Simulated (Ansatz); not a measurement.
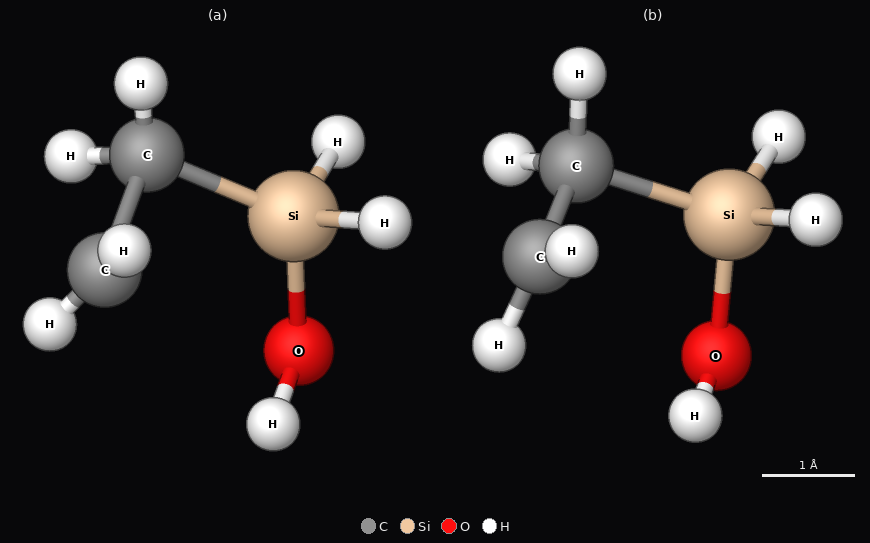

The structure of C₂H₇OSi (multiplicity 2) before (left) and after (right) a relaxation, at one scale.

The picture is a ball-and-stick view, seen from a free direction.

Computed with UKS SVWN5/def2-SVPD in Ansatz 0.2.0.

The input:
```yaml
crystal:
  periodic: [false, false, false]
  atoms:
    - {symbol: C, position_ang: [-1.302487, 0.781670, -0.428512]}
    - {symbol: C, position_ang: [0.374866, 1.041684, -0.229776]}
    - {symbol: Si, position_ang: [0.831450, -0.562911, 0.542520]}
    - {symbol: O, position_ang: [0.661861, -2.057880, -0.353591]}
    - {symbol: H, position_ang: [-1.576486, 0.538359, -1.260628]}
    - {symbol: H, position_ang: [-1.923789, 1.249911, 0.374594]}
    - {symbol: H, position_ang: [0.546931, 1.803908, 0.154142]}
    - {symbol: H, position_ang: [0.586806, 1.247504, -1.207360]}
    - {symbol: H, position_ang: [2.343304, -0.700617, 0.558948]}
    - {symbol: H, position_ang: [0.147429, -0.680226, 1.956993]}
    - {symbol: H, position_ang: [-0.516490, -2.175365, -0.391871]}
basis:
  gaussian: {orbitals: def2-SVPD}
magnetization: {spin_polarized: true, initial_magnetization: 1}
hamiltonian: {xc: {name: SVWN5}}
relax: {f_tol: 0.001, max_steps: 3}
output: {forces: true}
```

Run as
```bash
ansatz run in.yaml --threads 4 --pin off --events-out ev --progress --plain --max-ram 10444MiB
```

Question: Summarise the run.

Answer: The relaxation stopped without meeting its thresholds, so the last structure isn't shown to be converged. The input was poor on purpose: steps. The atom that moves furthest after the best rigid fit is H5 (0.29 Å). By element the largest moves are H 0.29 Å, O 0.28 Å, C 0.15 Å, Si 0.02 Å. Some distances before and after: C1–C2 1.709 → 1.448 Å, O4–H11 1.185 → 0.939 Å, C2–H7 0.871 → 1.113 Å, C1–H5 0.909 → 1.134 Å. Bond angles that change, for instance: C1–C2–H8 97.1° → 111.7°, O4–Si3–H9 91.4° → 103.1°, Si3–C2–H8 121.8° → 110.3°. Over 2 geometry steps the energy falls by 4.286 eV. The largest force component goes from 14 to 2.1 eV/Å. The run took 3.5 s on 4 threads of Arm Neoverse V1 (shared host).
